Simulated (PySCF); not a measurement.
Consider C₃H₈O₃Si₂.

```xyz
16

O     3.0660   -1.5025    0.8780
C     2.3207   -0.6498    0.4692
O     2.7101    0.2944   -0.4024
Si    0.4484   -0.5400    0.8969
C    -0.5938   -0.9323   -0.6343
C    -1.8226    0.0049   -0.5965
Si   -1.2586    1.6249    0.2129
O    -0.0171    1.0397    1.1896
H     3.6525    0.1356   -0.5882
H     0.2233   -1.3977    2.0904
H     0.0377   -0.6942   -1.5079
H    -0.8732   -1.9936   -0.7264
H    -2.6138   -0.4274    0.0404
H    -2.2677    0.1438   -1.5949
H    -0.7221    2.6174   -0.7650
H    -2.3086    2.2739    1.0491
```

Geometry: PBE0-D3(BJ)/def2-SVP.

These are results of PBE0/pcSseg-1, SCF density, gas phase, non-relativistic (PySCF), not measurements.

### What will maps of the electron density and electron localisation function show?

C–O (1.20 Å): the density is about 3.3 e/Å³ at the midpoint; the ELF peaks at about 0.85 between the atoms: a short, multiple covalent bond.
O–H (0.97 Å): ρ at the midpoint is about 3.7 e/Å³; the ELF climbs to about 1 towards the hydrogen, as it does in any bond to H; a covalent bond by its length.
C–O (1.34 Å): ρ at the midpoint is about 2.4 e/Å³; the ELF peaks at about 0.90 between the atoms (a shared but strongly polarised pair).

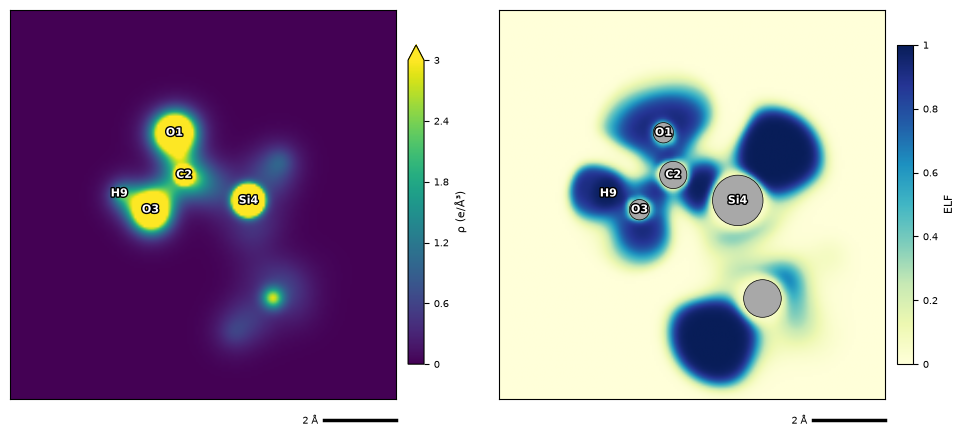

Computed electron density and electron localisation function on the plane of atoms O3, C2 and Si4, in this order. Grey discs cover the atomic cores in the ELF map. 
